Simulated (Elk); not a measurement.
Band structure of CoAl (Pm-3m, 2 atoms in the cell).

```yaml
crystal:
  lattice:
    - [2.90690, 0.00000, 0.00000]
    - [0.00000, 2.90690, 0.00000]
    - [0.00000, 0.00000, 2.90690]
  atoms:
    - { symbol: Al, position: [0.50000, 0.50000, 0.50000] }
    - { symbol: Co, position: [0.00000, 0.00000, 0.00000] }
```

Method of the run: PBE, all-electron FP-LAPW, Elk's shipped species files, APW+lo basis with extra local orbitals run with Elk 10.2.4.

Settings: xctype = 20; rgkmax = 8; swidth = 0.00183747 Ha; ngridk = 15 15 15; gmaxvr = 14 1/bohr; nxlo = 2; lorbcnd = true; lmaxi = 3; maxscl = 100.

The starting cell has typed, rounded lattice constants, without a prior relaxation at this level. Its lattice was rescaled by a random factor within 2.5 % of one. Spin polarisation is off. Values depend on the basis (sphere radii, cutoffs, local orbitals), which need not be converged.

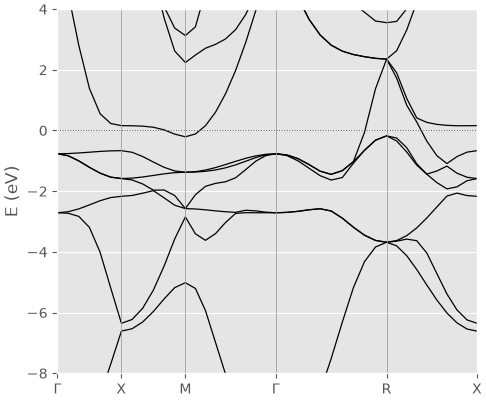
Fig. 1. Bands along the path, energies from the Fermi level.

Levels in eV from the Fermi level, bands 9 to 16:
```csv
point,9,10,11,12,13,14,15,16
Γ,-2.71,-0.77,-0.77,-0.77,5.65,5.65,5.65,8.49
X,-2.17,-1.58,-1.58,-0.67,0.16,8.29,10.24,10.24
M,-2.58,-2.58,-1.38,-1.38,-0.21,2.24,3.13,12.05
R,-3.68,-0.18,-0.18,2.35,2.35,2.35,3.55,5.02
```

Bands cross the Fermi level along this path, so the cell is metallic at this level.
